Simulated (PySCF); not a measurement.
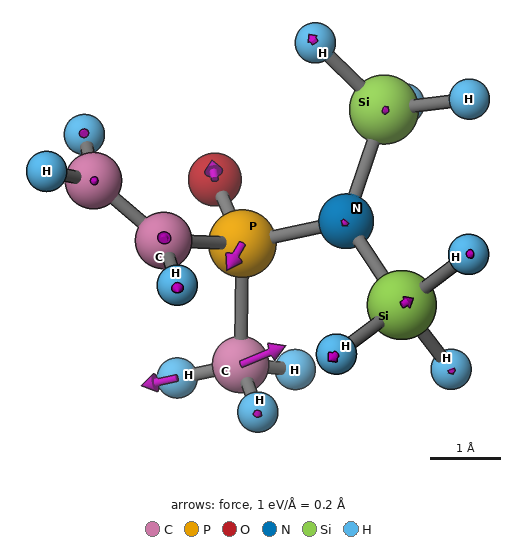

Starting geometry of C3H12NOPSi2 with the computed forces as purple arrows. A ball-and-stick model, seen face on.

The start comes from GFN2-xTB. Its atoms were then displaced at random by about 0.01 Å.

Level of theory: PBE0-D3(BJ)/def2-SVP geometry optimisation, gas phase (PySCF). 

Question: What follows when this structure is relaxed?

Answer: It isn't relaxed: the largest force vector, on a C atom, is 3.71 eV/Å. The final displacements have little in common with the starting forces (cosine between the two patterns 0.03). An H atom moves most after the best rigid fit: 1.00 Å. Largest moves by element: H 1.00 Å, Si 0.31 Å, O 0.25 Å, C 0.19 Å, P 0.10 Å, N 0.07 Å. Some distances before and after: C–H 1.027 → 1.099 Å, H–Si 1.444 → 1.495 Å, N–Si 1.748 → 1.781 Å, O–P 1.468 → 1.500 Å. Among the angles between lasting bonds that change: Si–N–Si 128.5° → 120.8°, P–N–Si 119.8° → 127.3°, N–Si–H 105.3° → 111.5°. Groups turn about N–Si by about 40°. After 17 geometry steps the energy has fallen by 38.3 kJ/mol. The run took 6.8 min on 1 thread of Arm Neoverse V1, on a shared host.
